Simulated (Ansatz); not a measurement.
Geometry relaxation, with input and output: Si$_{2}$NH$_{7}$OF$_{4}$ (part 2 of 2)

Continued. System: Si$_{2}$NH$_{7}$OF$_{4}$. Method: RKS PBE0-D4/def2-SVP (Ansatz 0.2.0). The input holds or restrains some coordinates. Forces given for the steps count only the free coordinates.

Geometry of the input (Å):
```
Si -0.8288  0.5426  0.7528
O  0.2708  -0.0385  -0.7356
Si 0.0803  0.2821  -2.3643
F  -1.9899  -0.3234  0.0663
F  -0.2283  1.9975  0.4523
F  -1.8476  1.1271  1.8767
H  1.0783  -1.0682  1.2822
N  0.1960  -0.4209  1.8742
H  0.9862  -0.6885  -0.4575
F  1.8167  -1.5541  0.4889
H  -0.1778  1.7126  -2.4510
H  1.3745  -0.1286  -2.8995
H  -1.0376  -0.5311  -2.8315
H  0.6694  0.1753  2.5447
H  -0.3623  -1.0841  2.4012
```

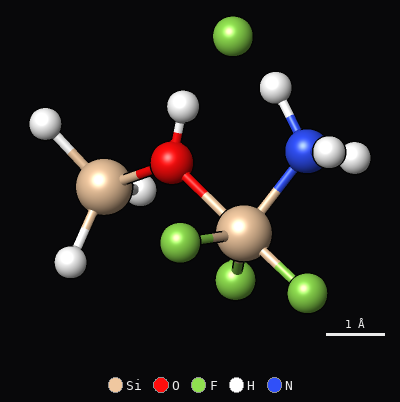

**Figure 1.** The geometry at step 12 of the log (ball-and-stick view, seen at a tilt).

Trajectory as extended XYZ, continued:
```
15
Properties=species:S:1:pos:R:3:forces:R:3 step=5 energy=-30244.08475
Si   -0.8000    0.6031    0.7887   -0.4591   0.2753  -0.4860
O     0.3469   -0.0028   -0.6534   -0.4602   0.3911  -0.2431
Si    0.0668    0.2273   -2.3343    0.0144  -0.0403   0.0634
F    -2.0102    0.0146   -0.1363    0.2767   0.1259   0.2414
F    -0.2555    2.0873    0.4498    0.0029  -0.1254   0.0768
F    -1.7562    1.0417    2.0494    0.0381  -0.0415  -0.1695
H     1.0746   -1.1392    1.2690    0.6323  -0.4146  -0.6065
N     0.1951   -0.4674    1.8375    0.0779  -0.1697   0.4386
H     1.0527   -0.6683   -0.3875    0.6866  -0.7216   0.5231
F     1.8443   -1.6232    0.5048   -0.8759   0.7404   0.1455
H    -0.4024    1.6293   -2.4950   -0.0017  -0.0884   0.0103
H     1.3899   -0.0007   -2.9787   -0.0499   0.0316  -0.0005
H    -0.9352   -0.7568   -2.8321    0.0598   0.0600   0.0383
H     0.6331    0.1228    2.5514    0.0166  -0.0297  -0.0181
H    -0.4440   -1.0678    2.3667    0.0416   0.0070  -0.0136
15
Properties=species:S:1:pos:R:3:forces:R:3 step=6 energy=-30244.10423
Si   -0.7765    0.6436    0.7963   -0.1741   0.2839  -0.3092
O     0.3614    0.0439   -0.6555   -0.3148   0.3091  -0.1402
Si    0.0494    0.1848   -2.3345   -0.0770   0.0314   0.0156
F    -1.9765    0.1543   -0.1854    0.0266   0.0272   0.0386
F    -0.1112    2.0986    0.5878   -0.0117  -0.0465  -0.0066
F    -1.7653    1.0635    2.0316   -0.0266  -0.0035  -0.0366
H     1.0447   -1.1504    1.2492    0.6406  -0.3840  -0.5886
N     0.1594   -0.4950    1.8277    0.1596  -0.1680   0.3826
H     1.0897   -0.5951   -0.3854    0.6618  -0.7291   0.5495
F     1.8454   -1.5924    0.4915   -0.8546   0.7263   0.1369
H    -0.5633    1.5216   -2.5306   -0.0051  -0.0142  -0.0140
H     1.3738    0.0772   -3.0000    0.0123   0.0081  -0.0004
H    -0.8495   -0.9088   -2.7859    0.0045   0.0006   0.0075
H     0.6079    0.0593    2.5641   -0.0152  -0.0253  -0.0296
H    -0.4896   -1.1053    2.3291   -0.0262  -0.0161  -0.0054
15
Properties=species:S:1:pos:R:3:forces:R:3 step=7 energy=-30244.10971
Si   -0.7501    0.6605    0.7916   -0.1393   0.3087  -0.3341
O     0.3826    0.0475   -0.6587   -0.4263   0.3200  -0.0861
Si    0.0234    0.1710   -2.3321    0.0425  -0.0329   0.0773
F    -1.9502    0.2161   -0.2128    0.0012  -0.0041   0.0203
F    -0.0378    2.0952    0.6104   -0.0077   0.0059   0.0132
F    -1.7528    1.0943    2.0101    0.0009  -0.0057  -0.0071
H     1.0587   -1.1350    1.2586    0.6708  -0.3931  -0.5749
N     0.1440   -0.5097    1.8246    0.0650  -0.2282   0.3331
H     1.1185   -0.5753   -0.3722    0.7001  -0.7157   0.4545
F     1.8823   -1.5577    0.5145   -0.8915   0.7270   0.1329
H    -0.6402    1.4820   -2.5267   -0.0027   0.0063  -0.0045
H     1.3404    0.1079   -3.0200   -0.0154   0.0044  -0.0162
H    -0.8418   -0.9595   -2.7557   -0.0040  -0.0024  -0.0010
H     0.5487    0.0114    2.6072   -0.0171   0.0159   0.0083
H    -0.5257   -1.1489    2.2608    0.0235  -0.0062  -0.0156
15
Properties=species:S:1:pos:R:3:forces:R:3 step=8 energy=-30244.10273 accepted=F
Si   -0.6998    0.6993    0.7900   -0.1482   0.4420  -0.4004
O     0.4239    0.0679   -0.6594   -0.5708   0.3840  -0.1431
Si   -0.0157    0.1325   -2.3216    0.0750   0.0021  -0.0160
F    -1.8994    0.3421   -0.2612    0.1168  -0.0079   0.0893
F     0.0984    2.1023    0.6861   -0.1203  -0.2157   0.0158
F    -1.7311    1.1426    1.9807    0.0645   0.0181   0.0238
H     1.0720   -1.1142    1.2712    0.7484  -0.3127  -0.5615
N     0.1084   -0.5417    1.8112   -0.2112  -0.4039   0.8928
H     1.1853   -0.5192   -0.3639    0.7163  -0.6984   0.4732
F     1.9444   -1.4780    0.5521   -0.9145   0.6588   0.1021
H    -0.7701    1.3967   -2.5271    0.0592  -0.0725   0.0219
H     1.2691    0.1513   -3.0834   -0.0903  -0.0423   0.0861
H    -0.8214   -1.0677   -2.6870    0.0532   0.0772   0.0427
H     0.4296   -0.0788    2.6805   -0.1920  -0.2176  -0.4278
H    -0.5936   -1.2353    2.1317    0.4139   0.3888  -0.1990
15
Properties=species:S:1:pos:R:3:forces:R:3 step=9 energy=-30244.11261
Si   -0.7306    0.6783    0.7952   -0.3030   0.1636  -0.3044
O     0.3923    0.0551   -0.6584   -0.3897   0.3293  -0.1220
Si    0.0139    0.1517   -2.3272   -0.0636   0.0251  -0.0204
F    -1.9363    0.2558   -0.2130    0.0231   0.0119  -0.0204
F     0.0046    2.1028    0.6337    0.0237  -0.0271   0.0114
F    -1.7350    1.1145    2.0121    0.0320   0.0456   0.0058
H     1.0629   -1.1217    1.2593    0.7480  -0.2827  -0.5302
N     0.1203   -0.5325    1.8181    0.1694  -0.1438   0.3266
H     1.1535   -0.5399   -0.3786    0.6929  -0.6876   0.5628
F     1.9251   -1.4936    0.5321   -0.9075   0.6405   0.0872
H    -0.6538    1.4589   -2.5365    0.0005   0.0041   0.0011
H     1.3111    0.0844   -3.0500    0.0206  -0.0137   0.0299
H    -0.8601   -0.9820   -2.7236    0.0066  -0.0140   0.0123
H     0.4768   -0.0247    2.6338   -0.0012  -0.0818  -0.0028
H    -0.5447   -1.2073    2.2030   -0.0519   0.0306  -0.0368
15
Properties=species:S:1:pos:R:3:forces:R:3 step=10 energy=-30244.11952
Si   -0.7164    0.6922    0.7973   -0.1707   0.2574  -0.3186
O     0.3973    0.0648   -0.6615   -0.4555   0.3316  -0.0909
Si   -0.0078    0.1377   -2.3260    0.0293  -0.0392   0.0409
F    -1.9241    0.2998   -0.2213   -0.0025   0.0043  -0.0226
F     0.0572    2.1005    0.6600   -0.0144  -0.0620   0.0147
F    -1.7207    1.1431    2.0083    0.0464   0.0127   0.0170
H     1.0884   -1.0912    1.2657    0.7236  -0.3223  -0.5835
N     0.1085   -0.5478    1.8063    0.0192  -0.1689   0.6272
H     1.1749   -0.5068   -0.3780    0.7003  -0.6676   0.5387
F     1.9609   -1.4417    0.5400   -0.9020   0.6390   0.1134
H    -0.6831    1.4395   -2.5458   -0.0014  -0.0170  -0.0173
H     1.2892    0.0612   -3.0501   -0.0082   0.0053  -0.0036
H    -0.8683   -1.0188   -2.6876   -0.0127   0.0264  -0.0076
H     0.4124   -0.0781    2.6709   -0.0922  -0.1470  -0.1924
H    -0.5687   -1.2545    2.1215    0.1408   0.1474  -0.1152
15
Properties=species:S:1:pos:R:3:forces:R:3 step=11 energy=-30244.11749 accepted=F
Si   -0.6932    0.7144    0.8058   -0.1270   0.3875  -0.3719
O     0.4074    0.0810   -0.6603   -0.5505   0.2858  -0.1677
Si   -0.0283    0.1038   -2.3213   -0.0160   0.0301   0.0336
F    -1.9081    0.3766   -0.2311    0.0890   0.0105   0.0537
F     0.1327    2.0992    0.7076   -0.0705  -0.1580   0.0065
F    -1.6933    1.1785    2.0145    0.0521  -0.0173   0.0256
H     1.1116   -1.0549    1.2683    0.8118  -0.2582  -0.5223
N     0.0887   -0.5738    1.7882   -0.3591  -0.3889   1.1881
H     1.2074   -0.4546   -0.3691    0.7549  -0.6086   0.5284
F     2.0285   -1.3383    0.5687   -0.9816   0.5606   0.0803
H    -0.7196    1.3916   -2.5799    0.0310  -0.0220   0.0147
H     1.2567    0.0251   -3.0684   -0.0229  -0.0367   0.0240
H    -0.9020   -1.0576   -2.6426    0.0535   0.0205   0.0258
H     0.3121   -0.1650    2.7215   -0.1820  -0.3183  -0.7088
H    -0.6006   -1.3261    1.9980    0.5173   0.5131  -0.2101
15
Properties=species:S:1:pos:R:3:forces:R:3 step=12 energy=-30244.12821
Si   -0.7098    0.7000    0.8031   -0.1529   0.2658  -0.3216
O     0.3888    0.0621   -0.6626   -0.4634   0.3011  -0.0892
Si   -0.0159    0.1237   -2.3273    0.0088  -0.0217   0.0403
F    -1.9256    0.3291   -0.2146    0.0011   0.0075  -0.0032
F     0.0848    2.0961    0.6708   -0.0030  -0.0419   0.0070
F    -1.7009    1.1605    2.0208    0.0297   0.0092   0.0153
H     1.1059   -1.0648    1.2718    0.7506  -0.2947  -0.5704
N     0.1013   -0.5572    1.8020   -0.0130  -0.1964   0.5191
H     1.1816   -0.4862   -0.3754    0.7286  -0.6384   0.5340
F     1.9942   -1.3879    0.5527   -0.9291   0.6059   0.1049
H    -0.6828    1.4270   -2.5637    0.0020  -0.0113  -0.0095
H     1.2800    0.0318   -3.0509   -0.0038  -0.0024  -0.0020
H    -0.8891   -1.0263   -2.6790   -0.0046   0.0156  -0.0028
H     0.3588   -0.1185    2.6948   -0.0666  -0.0965  -0.1355
H    -0.5714   -1.2898    2.0575    0.1156   0.0982  -0.0866
15
Properties=species:S:1:pos:R:3:forces:R:3 step=13 energy=-30244.13720
Si   -0.7052    0.7073    0.8081   -0.1360   0.2619  -0.2946
O     0.3784    0.0537   -0.6619   -0.4796   0.2810  -0.1005
Si   -0.0229    0.1101   -2.3268   -0.0047   0.0084   0.0161
F    -1.9307    0.3556   -0.2051    0.0183   0.0104   0.0119
F     0.1090    2.0911    0.6744    0.0063  -0.0187  -0.0043
F    -1.6802    1.1795    2.0345    0.0218   0.0032  -0.0002
H     1.1236   -1.0365    1.2795    0.7716  -0.2752  -0.5581
N     0.0961   -0.5634    1.7976   -0.0600  -0.2279   0.4588
H     1.1863   -0.4708   -0.3723    0.7493  -0.6165   0.5359
F     2.0224   -1.3407    0.5652   -0.9465   0.5847   0.0990
H    -0.6809    1.4156   -2.5758    0.0015  -0.0045   0.0000
H     1.2725    0.0080   -3.0497    0.0001  -0.0135   0.0044
H    -0.9071   -1.0315   -2.6763   -0.0011  -0.0015   0.0055
H     0.3051   -0.1554    2.7157   -0.0540  -0.0703  -0.1061
H    -0.5665   -1.3227    1.9928    0.1130   0.0786  -0.0678
15
Properties=species:S:1:pos:R:3:forces:R:3 step=14 energy=-30244.15007
Si   -0.6956    0.7171    0.8141   -0.1294   0.2557  -0.2564
O     0.3619    0.0370   -0.6628   -0.4898   0.2630  -0.0951
Si   -0.0358    0.0954   -2.3279   -0.0026  -0.0127   0.0282
F    -1.9354    0.3929   -0.1915    0.0261   0.0183   0.0254
F     0.1474    2.0826    0.6742    0.0064  -0.0158  -0.0143
F    -1.6480    1.2095    2.0513    0.0324  -0.0058  -0.0278
H     1.1497   -0.9915    1.2953    0.8100  -0.2387  -0.5471
N     0.0878   -0.5741    1.7914   -0.2322  -0.3384   0.6031
H     1.1894   -0.4556   -0.3725    0.7798  -0.5619   0.5495
F     2.0631   -1.2630    0.5864   -0.9705   0.5308   0.0935
H    -0.6800    1.4064   -2.5852    0.0081  -0.0081  -0.0052
H     1.2606   -0.0316   -3.0454   -0.0052   0.0026  -0.0011
H    -0.9306   -1.0400   -2.6697   -0.0151   0.0025  -0.0031
H     0.2196   -0.2108    2.7460   -0.0603  -0.1283  -0.2751
H    -0.5540   -1.3745    1.8962    0.2422   0.2368  -0.0744
15
Properties=species:S:1:pos:R:3:forces:R:3 step=15 energy=-30244.15225
Si   -0.6798    0.7320    0.8236   -0.1147   0.3316  -0.2100
O     0.3480    0.0177   -0.6581   -0.5643   0.2187  -0.1920
Si   -0.0560    0.0615   -2.3241   -0.0009   0.0781   0.0438
F    -1.9379    0.4578   -0.1767    0.0952   0.0109   0.0455
F     0.2079    2.0708    0.6826   -0.0351  -0.0789  -0.0211
F    -1.6046    1.2517    2.0730    0.0834  -0.0596  -0.0733
H     1.1870   -0.9218    1.3217    0.8478  -0.2462  -0.5526
N     0.0747   -0.5960    1.7740   -0.7429  -0.6236   1.1849
H     1.2019   -0.4250   -0.3639    0.8207  -0.4871   0.5512
F     2.1226   -1.1405    0.6235   -1.0030   0.4669   0.0973
H    -0.6758    1.3802   -2.6027   -0.0017  -0.0065   0.0094
H     1.2369   -0.0827   -3.0451   -0.0132  -0.0439   0.0096
H    -0.9808   -1.0543   -2.6536    0.0223  -0.0108   0.0216
H     0.0931   -0.3068    2.7782   -0.0161  -0.2714  -0.8852
H    -0.5372   -1.4449    1.7474    0.6224   0.7219  -0.0291
15
Properties=species:S:1:pos:R:3:forces:R:3 step=16 energy=-30244.20591
Si   -0.6659    0.7394    0.8285   -0.0598   0.1086  -0.1879
O     0.3172   -0.0355   -0.6532   -0.5378   0.2267  -0.1162
Si   -0.0808    0.0395   -2.3172    0.0120  -0.0171   0.0355
F    -1.9378    0.5253   -0.1635    0.0023   0.0068  -0.0078
F     0.2665    2.0403    0.6610    0.0174   0.0089  -0.0157
F    -1.5441    1.2844    2.0939    0.0103   0.0255   0.0123
H     1.2080   -0.8334    1.3737    0.8940  -0.1357  -0.5750
N     0.0442   -0.6252    1.7612   -0.1840  -0.1196   0.2556
H     1.2038   -0.3961   -0.3440    0.8649  -0.3958   0.5021
F     2.1709   -0.9679    0.6916   -0.9945   0.3301   0.0867
H    -0.6439    1.3818   -2.5996    0.0038   0.0067  -0.0041
H     1.2019   -0.1781   -3.0372   -0.0037  -0.0046   0.0003
H    -1.0491   -1.0416   -2.6325   -0.0135   0.0004  -0.0064
H    -0.0429   -0.4310    2.7594   -0.0372  -0.0426   0.0325
H    -0.4480   -1.5021    1.5778    0.0258   0.0017  -0.0119
15
Properties=species:S:1:pos:R:3:forces:R:3 step=17 energy=-30244.20837
Si   -0.6495    0.7251    0.8329   -0.0287   0.3143   0.0190
O     0.2917   -0.1082   -0.6442   -0.5901   0.1650  -0.2390
Si   -0.1014    0.0232   -2.3072   -0.0381  -0.0478  -0.0546
F    -1.9377    0.5536   -0.1448    0.0011  -0.0394  -0.0266
F     0.3226    1.9924    0.6108   -0.0459  -0.0467   0.0170
F    -1.4820    1.3343    2.1018    0.0465  -0.0414  -0.0491
H     1.1990   -0.7664    1.3925    1.1170   0.0520  -0.3331
N     0.0211   -0.6519    1.7764   -0.3664  -0.3317  -0.0073
H     1.2227   -0.3653   -0.3634    0.7863  -0.2638   0.6592
F     2.1935   -0.7745    0.7433   -1.0009   0.0892   0.0472
H    -0.6020    1.3922   -2.5937    0.0184  -0.0332   0.0405
H     1.1770   -0.2447   -3.0183   -0.0037   0.0018  -0.0063
H    -1.1131   -1.0147   -2.6452    0.0223   0.0531   0.0307
H    -0.1513   -0.5550    2.7794    0.0742   0.0919  -0.1017
H    -0.3906   -1.5401    1.4797    0.0079   0.0367   0.0041
15
Properties=species:S:1:pos:R:3:forces:R:3 step=18 energy=-30244.22035
Si   -0.6507    0.7281    0.8290   -0.0565   0.0987  -0.1415
O     0.3020   -0.0918   -0.6483   -0.5475   0.1492  -0.1204
Si   -0.1032    0.0180   -2.3073    0.0073   0.0163  -0.0108
F    -1.9356    0.5421   -0.1518    0.0019   0.0182   0.0041
F     0.3106    2.0031    0.6193   -0.0154  -0.0032   0.0125
F    -1.4869    1.3144    2.1023    0.0052   0.0072   0.0137
H     1.2176   -0.7467    1.4225    0.9790  -0.0140  -0.5361
N     0.0213   -0.6612    1.7533   -0.2660  -0.0944   0.1883
H     1.2210   -0.3559   -0.3364    0.8589  -0.2725   0.5247
F     2.2043   -0.7594    0.7614   -0.9605   0.1300   0.0780
H    -0.5612    1.3999   -2.5934    0.0034   0.0004  -0.0058
H     1.1545   -0.2987   -3.0342   -0.0028  -0.0085  -0.0076
H    -1.1583   -0.9813   -2.6105   -0.0004  -0.0101  -0.0010
H    -0.1671   -0.5581    2.7507    0.0015  -0.0113  -0.0012
H    -0.3683   -1.5526    1.4432   -0.0083  -0.0062   0.0030
```

Key numbers:

```csv
quantity,value
outcome,converged under the restraints of the input
total energy,−30244.2204 eV
mean-field energy,−30243.9053 eV
dispersion energy,−0.3151 eV
SCF solution under orbital rotations,stable
"largest force (length of the vector) at the end, held atoms and coordinates included",1.116 eV/Å
dipole moment,3.46 D
hardware,"4 CPU threads, shared host"
wall time,47 s (CPU time 63 s)
peak memory,0.91 GiB
```
